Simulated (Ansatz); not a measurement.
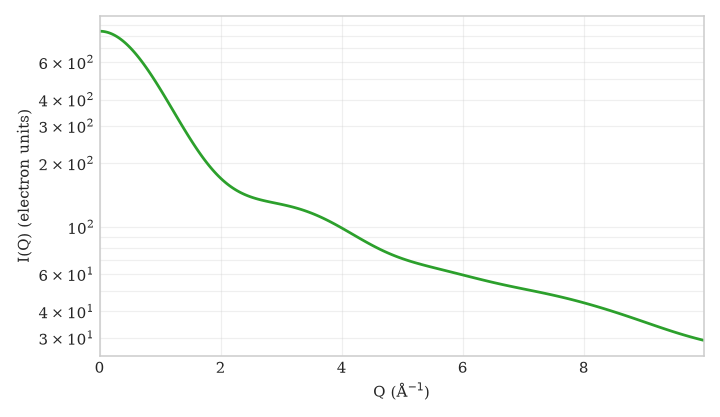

Elastic X-ray scattering of a randomly oriented, rigid molecule, calculated with the Debye equation from neutral-atom form factors (independent atoms, no Compton part, no vibration). The geometry is the end point of an optimisation (UHF/def2-SVP in Ansatz); it may be a saddle point or a higher isomer. It contains Li, C, Cl, H.

Q: How many electrons does the independent-atom model of the molecule hold?

A: I(0) is the square of the electron number: I(0) = 841, so about 29 electrons, the count of CH3ClLi counted as neutral atoms.

Q: What radius of gyration does the initial fall-off give?

A: From I(Q) ≈ I(0) exp(−Q²R²/3) at small Q, R ≈ 1.48 Å. It is larger than the electron-weighted radius of the nuclear positions alone (1.25 Å), because each atom's electron cloud adds to it.
